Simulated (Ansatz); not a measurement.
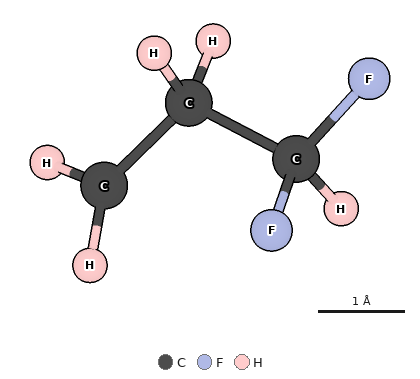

**Figure 1.** The input geometry (ball-and-stick view, seen at a tilt). Bond lengths as drawn: C–C 1.48 to 1.51 Å, C–F 1.36 Å and C–H 1.08 to 1.10 Å.

# Run report: C3H5F2, molecular dynamics

- system: C3H5F2, multiplicity 2
- method: UKS revPBE/def2-SVP (Ansatz 0.2.0)

The geometry comes from this level: PBE0-D4/def2-TZVP.

**Input file**
```yaml
crystal:
  periodic: [false, false, false]
  atoms:
    - {symbol: C, position_ang: [-1.294743, 0.574663, -0.045762]}
    - {symbol: C, position_ang: [-0.004522, 0.178107, 0.561395]}
    - {symbol: C, position_ang: [0.943585, -0.450573, -0.428792]}
    - {symbol: F, position_ang: [0.400223, -1.583815, -0.947926]}
    - {symbol: F, position_ang: [2.095679, -0.809918, 0.195360]}
    - {symbol: H, position_ang: [-1.841357, 1.428540, 0.329547]}
    - {symbol: H, position_ang: [-1.774806, -0.065747, -0.774041]}
    - {symbol: H, position_ang: [-0.146920, -0.562658, 1.364401]}
    - {symbol: H, position_ang: [0.502873, 1.034043, 1.014374]}
    - {symbol: H, position_ang: [1.203189, 0.206155, -1.265457]}
basis:
  gaussian: {orbitals: def2-SVP}
magnetization: {spin_polarized: true, initial_magnetization: 1}
hamiltonian: {xc: {name: revPBE}}
md: {timestep: 0.5 fs, n_steps: 20, ensemble: nvt_langevin, temperature: 300, initial_velocities: maxwell_boltzmann, friction: 0.01, seed: 171}
```

Machine: 4 threads of AMD EPYC, 23 GiB of memory available, shared host.

Launch command:
```bash
ansatz run in.yaml --threads 4 --pin off --events-out ev --progress --plain --max-ram 10444MiB
```

**The program's output**
```
Functional definition: revPBE
  name "revPBE"
  cite "Zhang & Yang, Phys. Rev. Lett. 80, 890 (1998) doi:10.1103/PhysRevLett.80.890"
  cite "Perdew, Burke & Ernzerhof, Phys. Rev. Lett. 77, 3865 (1996) doi:10.1103/PhysRevLett.77.3865"
  parameter kappa = 1.245
  parameter beta = 0.06672455060314922
  exchange = pbe_x(kappa = kappa, mu = beta*pi^2/3)
  correlation = pbe_c(beta = beta)
1060 factors; their error is unknown
mean field evaluation 1: about -8609.5733 eV, gradient 3.4e1 eV
mean field evaluation 2: about -8605.5585 eV, gradient 4.4e1 eV
mean field evaluation 4: about -8615.3473 eV, gradient 2.0e0 eV
mean field evaluation 8: about -8615.3498 eV, gradient 4.0e-2 eV
mean field evaluation 16: about -8615.2878 eV, gradient 2.4e-4 eV
mean field -8615.28778531 eV, -316.6059864583 hartree, gradient 3.6e-5 eV, S^2 0.753676; 0 other end points of the search recorded, 0 dependent functions left out
the calculation of the forces begins
reference -8615.28781814 eV, -316.6059876647 hartree; 21, 20 occupied and 74, 75 virtual orbitals, 1060 factors
md step     0: t =     0.00 fs  T =   270.0 K  F+E_penalty+E_count = -8615.28778531 eV  E_kin = 0.349002 eV  (30 SCF iters)
these checks for a lower state are left out or cut short: starts, cluster_reference, orbital_swaps, neighbouring_geometries, increment
1060 factors; their error is unknown
mean field -8615.28482317 eV, -316.6058776015 hartree, gradient 1.6e-5 eV, S^2 0.753682; 0 other end points of the search recorded, 0 dependent functions left out
[... from here on the field's lines of each further geometry are left out, up to the last ...]
md step     1: t =     0.50 fs  T =   269.7 K  F+E_penalty+E_count = -8615.28482317 eV  E_kin = 0.348672 eV  (31 SCF iters)
md step     2: t =     1.00 fs  T =   241.0 K  F+E_penalty+E_count = -8615.26535031 eV  E_kin = 0.311480 eV  (33 SCF iters)
md step     3: t =     1.50 fs  T =   215.4 K  F+E_penalty+E_count = -8615.23684795 eV  E_kin = 0.278388 eV  (34 SCF iters)
md step     4: t =     2.00 fs  T =   186.7 K  F+E_penalty+E_count = -8615.20658096 eV  E_kin = 0.241322 eV  (33 SCF iters)
md step     5: t =     2.50 fs  T =   174.5 K  F+E_penalty+E_count = -8615.18109784 eV  E_kin = 0.225495 eV  (33 SCF iters)
md step     6: t =     3.00 fs  T =   159.1 K  F+E_penalty+E_count = -8615.16150932 eV  E_kin = 0.205716 eV  (34 SCF iters)
md step     7: t =     3.50 fs  T =   149.2 K  F+E_penalty+E_count = -8615.14853966 eV  E_kin = 0.192792 eV  (32 SCF iters)
md step     8: t =     4.00 fs  T =   153.0 K  F+E_penalty+E_count = -8615.14242799 eV  E_kin = 0.197812 eV  (33 SCF iters)
md step     9: t =     4.50 fs  T =   144.6 K  F+E_penalty+E_count = -8615.13897153 eV  E_kin = 0.186865 eV  (33 SCF iters)
md step    10: t =     5.00 fs  T =   141.8 K  F+E_penalty+E_count = -8615.13676239 eV  E_kin = 0.183256 eV  (33 SCF iters)
md step    11: t =     5.50 fs  T =   147.0 K  F+E_penalty+E_count = -8615.13808520 eV  E_kin = 0.189954 eV  (33 SCF iters)
md step    12: t =     6.00 fs  T =   151.7 K  F+E_penalty+E_count = -8615.14264570 eV  E_kin = 0.196059 eV  (32 SCF iters)
md step    13: t =     6.50 fs  T =   152.1 K  F+E_penalty+E_count = -8615.14597328 eV  E_kin = 0.196564 eV  (32 SCF iters)
md step    14: t =     7.00 fs  T =   152.7 K  F+E_penalty+E_count = -8615.14776440 eV  E_kin = 0.197436 eV  (32 SCF iters)
md step    15: t =     7.50 fs  T =   158.5 K  F+E_penalty+E_count = -8615.14854542 eV  E_kin = 0.204856 eV  (33 SCF iters)
md step    16: t =     8.00 fs  T =   149.3 K  F+E_penalty+E_count = -8615.14838599 eV  E_kin = 0.192959 eV  (33 SCF iters)
md step    17: t =     8.50 fs  T =   162.4 K  F+E_penalty+E_count = -8615.14968275 eV  E_kin = 0.209876 eV  (32 SCF iters)
md step    18: t =     9.00 fs  T =   156.3 K  F+E_penalty+E_count = -8615.15343251 eV  E_kin = 0.201980 eV  (30 SCF iters)
md step    19: t =     9.50 fs  T =   166.3 K  F+E_penalty+E_count = -8615.16164505 eV  E_kin = 0.214923 eV  (32 SCF iters)
the calculation of the forces begins
reference -8615.17300906 eV, -316.6017685089 hartree; 21, 20 occupied and 74, 75 virtual orbitals, 1060 factors
1060 factors; their error is unknown
mean field evaluation 192: about -8615.1730 eV, gradient 5.9e-3 eV
mean field -8615.17297602 eV, -316.6017672948 hartree, gradient 2.1e-5 eV, S^2 0.754008; 1 other end points of the search recorded, 0 dependent functions left out
the calculation of the forces begins
reference -8615.17300906 eV, -316.6017685089 hartree; 21, 20 occupied and 74, 75 virtual orbitals, 1060 factors
md step    20: t =    10.00 fs  T =   168.6 K  F+E_penalty+E_count = -8615.17297602 eV  E_kin = 0.217883 eV  (31 SCF iters)
```

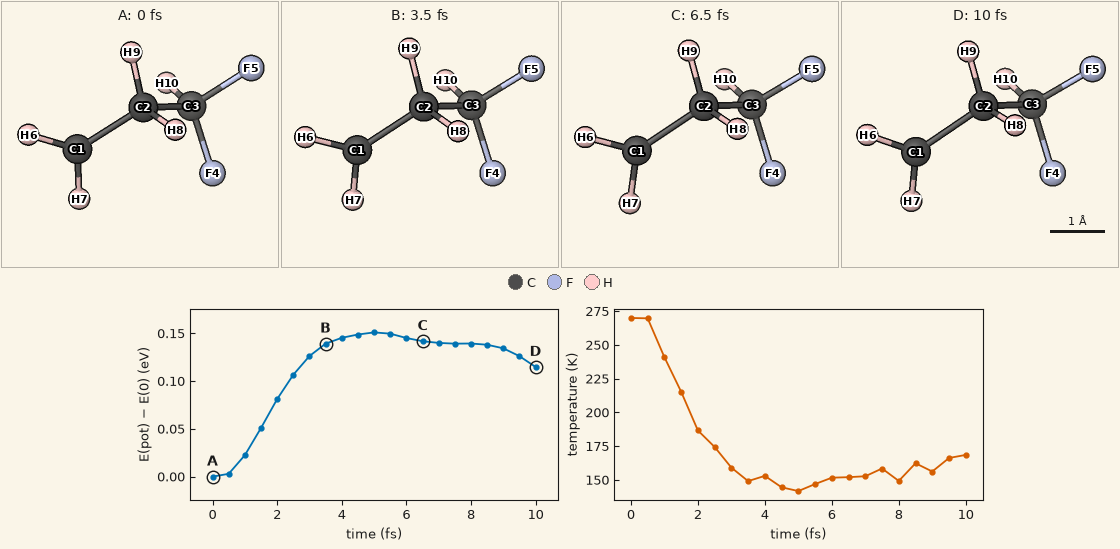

**Figure 2.** Frames of the molecular dynamics (ball-and-stick, seen at a tilt) above the curves, on which the letters mark them. The trajectory kept here has 21 frames over 10 fs. The temperature starts at 270 K, ranges from 142 to 270 K and averages 155 K over the second half. The potential energy ends 0.115 eV above its first value. After an unweighted best fit of the last frame on the first, the root-mean-square displacement is 0.07 Å, and H7 has moved furthest (0.14 Å).

```
Total energy: -8615.17300906 eV, -316.6017685089 hartree
Atom 0 at    -1.349843     0.567409    -0.045309 Å, force     0.839949    -0.197661     0.268302 eV/Å
Atom 1 at     0.006781     0.181711     0.580243 Å, force    -1.028820     1.018761    -2.452459 eV/Å
Atom 2 at     0.987975    -0.433270    -0.429072 Å, force    -1.139955    -0.382735     0.697758 eV/Å
Atom 3 at     0.409784    -1.570211    -0.965936 Å, force     0.013640     0.293735    -0.415839 eV/Å
Atom 4 at     2.089381    -0.857368     0.227031 Å, force     0.975888     0.008951     0.295679 eV/Å
Atom 5 at    -1.859347     1.444201     0.346907 Å, force    -0.240568     0.396826     0.227640 eV/Å
Atom 6 at    -1.872157     0.044920    -0.868779 Å, force     0.407967    -0.219722     0.182646 eV/Å
Atom 7 at    -0.109831    -0.530966     1.355215 Å, force    -0.261417    -1.376582     1.463510 eV/Å
Atom 8 at     0.473411     1.065084     1.020710 Å, force     0.244688     0.491140     0.259346 eV/Å
Atom 9 at     1.260507     0.290954    -1.214272 Å, force     0.188628    -0.032714    -0.526584 eV/Å
Dipole moment:    -0.113902     0.351479     0.045465 e Å
```

**Trajectory as extended XYZ (Å, eV, eV/Å), 10 of the 21 frames kept, from step=0 to step=20**
```
10
Properties=species:S:1:pos:R:3:forces:R:3 step=0 time_fs=0.0 energy=-8615.28779 temperature=270.0
C    -1.2947    0.5747   -0.0458    0.1148   0.0671   0.0848
C    -0.0045    0.1781    0.5614   -0.2170   0.1757  -0.2167
C     0.9436   -0.4506   -0.4288    0.0979  -0.1436   0.1198
F     0.4002   -1.5838   -0.9479   -0.4055  -0.6397  -0.3728
F     2.0957   -0.8099    0.1954    0.7319  -0.1279   0.3957
H    -1.8414    1.4285    0.3295   -0.3636   0.5301   0.2190
H    -1.7748   -0.0657   -0.7740   -0.2954  -0.3950  -0.4369
H    -0.1469   -0.5627    1.3644   -0.0303  -0.3822   0.4231
H     0.5029    1.0340    1.0144    0.2496   0.4330   0.2913
H     1.2032    0.2062   -1.2655    0.1175   0.4823  -0.5073
10
Properties=species:S:1:pos:R:3:forces:R:3 step=2 time_fs=1.0 energy=-8615.26535 temperature=241.0
C    -1.2993    0.5719   -0.0460    0.3928   0.9501   0.8808
C     0.0013    0.1779    0.5602   -0.3857   0.3285   0.5632
C     0.9474   -0.4477   -0.4278    0.0457  -0.2315   0.0257
F     0.4015   -1.5827   -0.9491   -0.3639  -0.5016  -0.3879
F     2.0934   -0.8139    0.1972    0.8329  -0.1379   0.4287
H    -1.8640    1.4338    0.3151   -0.0332   0.2857   0.2226
H    -1.7958   -0.0250   -0.7651   -0.5823  -1.0895  -1.1068
H    -0.1527   -0.5864    1.3787    0.1436   0.2561  -0.1562
H     0.5171    1.0609    1.0131   -0.1418  -0.2517   0.0284
H     1.2112    0.2189   -1.2579    0.0918   0.3920  -0.4985
10
Properties=species:S:1:pos:R:3:forces:R:3 step=4 time_fs=2.0 energy=-8615.20658 temperature=186.7
C    -1.3036    0.5693   -0.0458    0.3644   1.4262   1.2236
C     0.0063    0.1779    0.5596   -0.5643   0.3959   1.1401
C     0.9517   -0.4452   -0.4267    0.0446  -0.1491  -0.2594
F     0.4026   -1.5814   -0.9505   -0.3167  -0.3662  -0.3951
F     2.0913   -0.8183    0.1993    0.9250  -0.1483   0.4592
H    -1.8847    1.4401    0.3057    0.2838   0.0098   0.2031
H    -1.8197    0.0038   -0.7681   -0.5907  -1.3339  -1.3060
H    -0.1559   -0.6087    1.3946    0.2847   0.7852  -0.6402
H     0.5282    1.0843    1.0119   -0.4258  -0.7619  -0.1532
H     1.2223    0.2348   -1.2578   -0.0049   0.1423  -0.2721
10
Properties=species:S:1:pos:R:3:forces:R:3 step=7 time_fs=3.5 energy=-8615.14854 temperature=149.2
C    -1.3096    0.5672   -0.0447   -0.2941   1.1237   0.6157
C     0.0114    0.1777    0.5615   -0.8189   0.3631   1.4338
C     0.9580   -0.4417   -0.4250   -0.0187  -0.0083  -0.6120
F     0.4038   -1.5790   -0.9524   -0.2459  -0.1915  -0.4019
F     2.0887   -0.8263    0.2033    1.0146  -0.1227   0.4568
H    -1.9076    1.4454    0.2975    0.5730  -0.2212   0.2080
H    -1.8666    0.0211   -0.7935    0.1078  -0.8472  -0.5346
H    -0.1548   -0.6304    1.4116    0.3834   1.2153  -1.0187
H     0.5348    1.1042    1.0071   -0.6005  -1.0822  -0.2245
H     1.2318    0.2594   -1.2603   -0.1006  -0.2290   0.0774
10
Properties=species:S:1:pos:R:3:forces:R:3 step=9 time_fs=4.5 energy=-8615.13897 temperature=144.6
C    -1.3138    0.5670   -0.0440   -0.7599   0.6294  -0.0556
C     0.0132    0.1782    0.5642   -0.9840   0.1995   1.2065
C     0.9635   -0.4396   -0.4242   -0.1693   0.0197  -0.7247
F     0.4042   -1.5778   -0.9543   -0.1785  -0.0674  -0.3846
F     2.0879   -0.8319    0.2068    1.0497  -0.0991   0.4430
H    -1.9144    1.4461    0.2930    0.6090  -0.2167   0.2444
H    -1.8961    0.0246   -0.8205    0.6967  -0.3802   0.1880
H    -0.1496   -0.6302    1.4143    0.3715   1.2296  -1.0255
H     0.5297    1.1031    0.9997   -0.5151  -0.9242  -0.1173
H     1.2370    0.2712   -1.2614   -0.1202  -0.3906   0.2258
10
Properties=species:S:1:pos:R:3:forces:R:3 step=11 time_fs=5.5 energy=-8615.13809 temperature=147.0
C    -1.3181    0.5669   -0.0440   -1.0397   0.2137  -0.5772
C     0.0143    0.1787    0.5677   -1.1518   0.0123   0.6896
C     0.9695   -0.4376   -0.4240   -0.3754   0.0218  -0.7232
F     0.4049   -1.5768   -0.9564   -0.1096   0.0520  -0.3684
F     2.0875   -0.8369    0.2103    1.0890  -0.0812   0.4287
H    -1.9130    1.4467    0.2944    0.5613  -0.1714   0.2600
H    -1.9188    0.0271   -0.8484    1.1384  -0.0168   0.7676
H    -0.1437   -0.6195    1.4079    0.3171   1.0321  -0.8266
H     0.5184    1.0952    0.9925   -0.3180  -0.5718   0.0585
H     1.2414    0.2811   -1.2602   -0.1114  -0.4907   0.2911
10
Properties=species:S:1:pos:R:3:forces:R:3 step=13 time_fs=6.5 energy=-8615.14597 temperature=152.1
C    -1.3233    0.5673   -0.0436   -1.0577  -0.1291  -0.8820
C     0.0145    0.1791    0.5715   -1.3198  -0.1555  -0.1425
C     0.9748   -0.4364   -0.4246   -0.5911   0.0286  -0.6048
F     0.4054   -1.5758   -0.9584   -0.0538   0.1423  -0.3662
F     2.0870   -0.8417    0.2139    1.1194  -0.0721   0.4159
H    -1.9064    1.4462    0.3014    0.4380  -0.0745   0.2644
H    -1.9303    0.0277   -0.8701    1.3685   0.2202   1.1310
H    -0.1333   -0.5985    1.3930    0.1875   0.5635  -0.3699
H     0.5040    1.0794    0.9877   -0.0097   0.0056   0.2947
H     1.2456    0.2888   -1.2548   -0.0814  -0.5289   0.2593
10
Properties=species:S:1:pos:R:3:forces:R:3 step=16 time_fs=8.0 energy=-8615.14839 temperature=149.3
C    -1.3339    0.5674   -0.0440   -0.5202  -0.4530  -0.8410
C     0.0128    0.1798    0.5763   -1.4215   0.0271  -1.5934
C     0.9813   -0.4346   -0.4268   -0.8780  -0.1135  -0.0930
F     0.4076   -1.5734   -0.9611   -0.0180   0.2207  -0.3992
F     2.0869   -0.8488    0.2196    1.1117  -0.0451   0.3847
H    -1.8878    1.4442    0.3147    0.1265   0.2031   0.2976
H    -1.9234    0.0345   -0.8844    1.2741   0.2569   1.1497
H    -0.1181   -0.5629    1.3659   -0.0648  -0.4660   0.6268
H     0.4858    1.0589    0.9930    0.3601   0.7316   0.5277
H     1.2520    0.2929   -1.2367    0.0300  -0.3619  -0.0598
10
Properties=species:S:1:pos:R:3:forces:R:3 step=18 time_fs=9.0 energy=-8615.15343 temperature=156.3
C    -1.3420    0.5671   -0.0448    0.0973  -0.4411  -0.4361
C     0.0103    0.1804    0.5788   -1.2826   0.5446  -2.3129
C     0.9850   -0.4339   -0.4282   -1.0406  -0.2468   0.3345
F     0.4089   -1.5716   -0.9634   -0.0016   0.2542  -0.4152
F     2.0878   -0.8530    0.2234    1.0654  -0.0248   0.3463
H    -1.8727    1.4441    0.3290   -0.0758   0.3335   0.2768
H    -1.9025    0.0386   -0.8803    0.9349   0.1038   0.8145
H    -0.1116   -0.5419    1.3549   -0.2085  -1.1272   1.2518
H     0.4774    1.0567    1.0056    0.3890   0.7877   0.4674
H     1.2554    0.2926   -1.2236    0.1226  -0.1839  -0.3270
10
Properties=species:S:1:pos:R:3:forces:R:3 step=20 time_fs=10.0 energy=-8615.17298 temperature=168.6
C    -1.3498    0.5674   -0.0453    0.8399  -0.1977   0.2683
C     0.0068    0.1817    0.5802   -1.0288   1.0188  -2.4525
C     0.9880   -0.4333   -0.4291   -1.1400  -0.3827   0.6978
F     0.4098   -1.5702   -0.9659    0.0136   0.2937  -0.4158
F     2.0894   -0.8574    0.2270    0.9759   0.0090   0.2957
H    -1.8593    1.4442    0.3469   -0.2406   0.3968   0.2276
H    -1.8722    0.0449   -0.8688    0.4080  -0.2197   0.1826
H    -0.1098   -0.5310    1.3552   -0.2614  -1.3766   1.4635
H     0.4734    1.0651    1.0207    0.2447   0.4911   0.2593
H     1.2605    0.2910   -1.2143    0.1886  -0.0327  -0.5266
```

**Summary**

| quantity | value |
| --- | --- |
| outcome | finished |
| mean temperature over the second half | 155 K |
| trajectory | 20 steps, 10 fs |
| ensemble | nvt_langevin |
| temperature in the input | 300 K |
| time step | 0.5 fs |
| potential energy (last step) | −8615.1730 eV |
| ⟨S²⟩ (last step) | 0.754 |
| SCF solution under orbital rotations (last step) | stable |
| largest force (length of the vector) (last step) | 2.848 eV/Å |
| dipole moment (last step) | 1.79 D |
| wall time | 22 s (CPU time 79 s) |
| peak memory | 0.17 GiB |

**Notes**

So short a trajectory is not equilibrated. The logged temperature at the start can lie below the typed one, since it is counted over all degrees of freedom. The temperature stays far from the 300 K of the thermostat over the second half: the run isn't equilibrated.
